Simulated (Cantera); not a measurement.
A closed system holds: 1 mol SiCl₄, 13 mol NH₃, 2.6 mol N₂, at 1.00 bar.

Method: chemical equilibrium by Gibbs-energy minimisation in Cantera with the NASA 1993 tables (ideal gas, pure condensed phases). Candidate condensed phases: NH₄Cl, Si, Si₃N₄; 28 gas species. The tables' values for SiCl₃, SiCl, SiN are old estimates; treat these amounts as uncertain. Gases not in the tables: Si₂H₆ and higher silanes. Equilibrium is a limit: real reactors are often held back by kinetics, nucleation or transport.

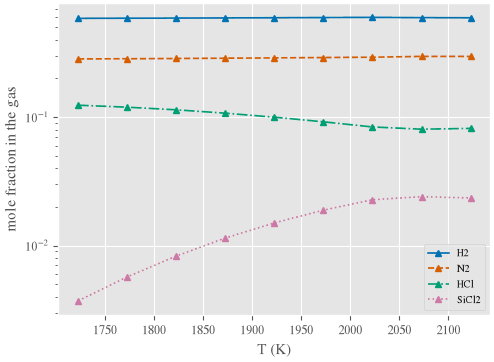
Figure: Equilibrium gas composition (values under 1e-9 drawn at 1e-9)

Problem. Read off the mole fractions at 2023 K.

Solution. H₂ about 0.60, N₂ about 0.29, HCl about 0.084, SiCl₂ about 0.023.
